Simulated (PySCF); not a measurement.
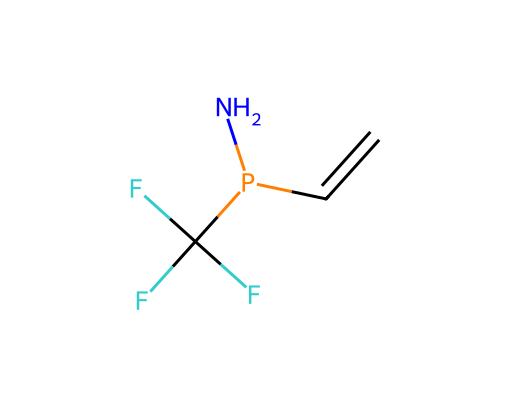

Structural formula above. Computed geometry: GFN2-xTB optimisation. No frequency run is at hand to confirm it as a minimum.

Describe the 3D structure.

The molecule is C3H5F3NP. Its SMILES string is `C=CP(N)C(F)(F)F`. It has no ring. Among its groups: alkene, C–F bond. This geometry has C1 symmetry. Coordination, clear cases only: 2 C trigonal planar; 1 P trigonal pyramidal; 1 C tetrahedral.

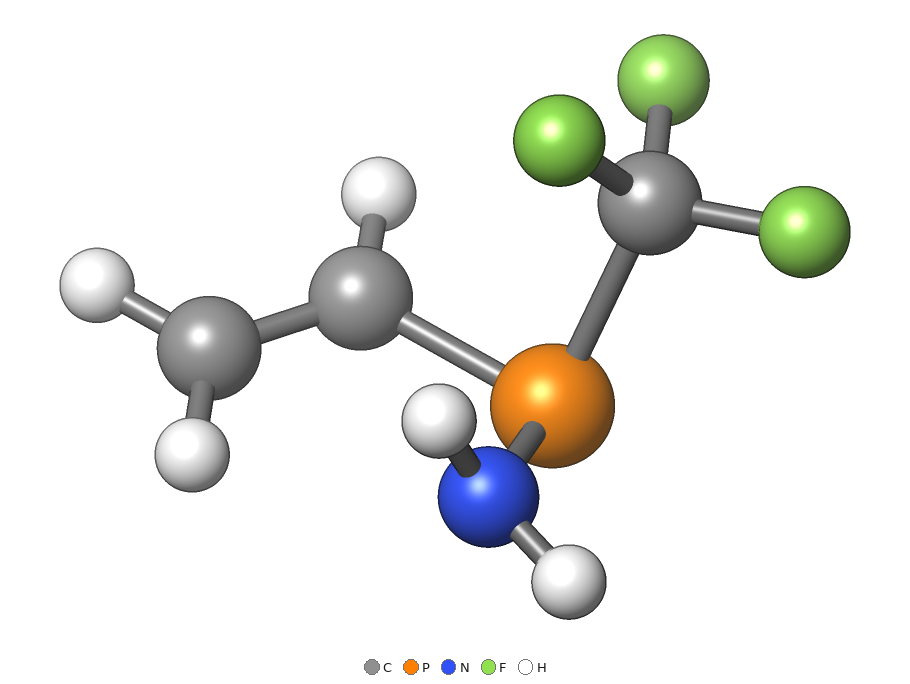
